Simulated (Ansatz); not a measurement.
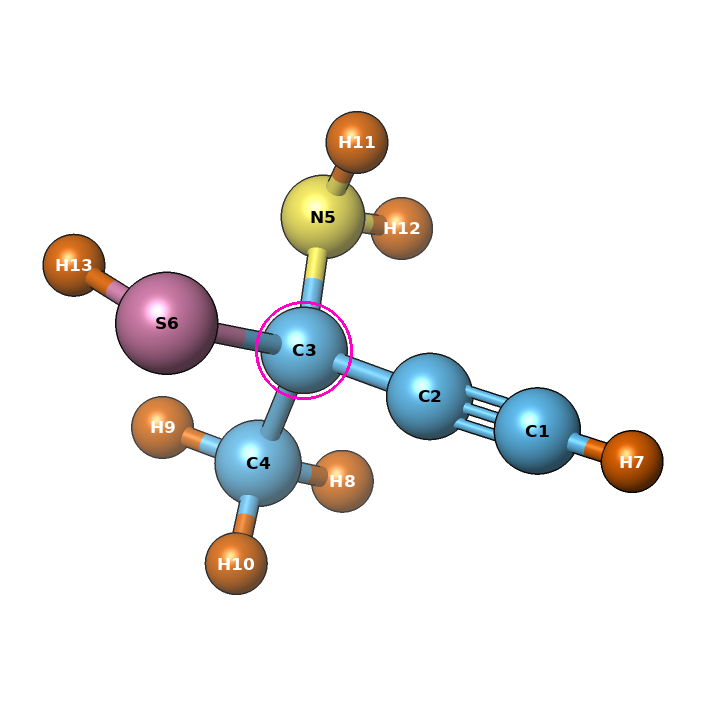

Distant atoms are faded towards the background colour. Circles mark the stereogenic atoms. Computed geometry: PBE-D4/def2-SVP optimisation. No frequency run is at hand to confirm it as a minimum.

What are the Cahn–Ingold–Prelog descriptors?

C3: R (priorities S6 > N5 > C2 > C4).
